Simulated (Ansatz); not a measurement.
Take GaAs in the zinc blende structure (space group F-43m, No. 216; a = 5.667 Å) as the base. Axes: x, y, z lie along the cube axes.

Perturbation: biaxial strain −3.43 %, plane normal [001], relaxed out of plane (Cartesian); in-plane vectors clamped, the third vector and the atoms free.

Level of theory: plane-wave PAW DFT at the r2SCAN level (Ansatz, a quantum-chemistry and plane-wave program, 500 eV), no spin-orbit coupling.

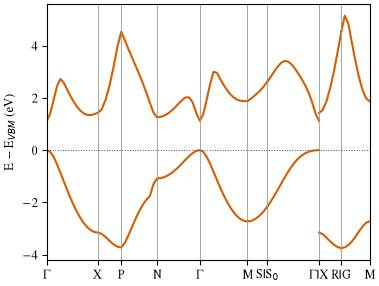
*Highest valence and lowest conduction band along the path of the changed cell's own zone*

The gap is 1.12 eV, direct at Γ; the base has 0.96 eV.

No phonon test of stability was made. k-point labels follow each cell's own Brillouin zone.
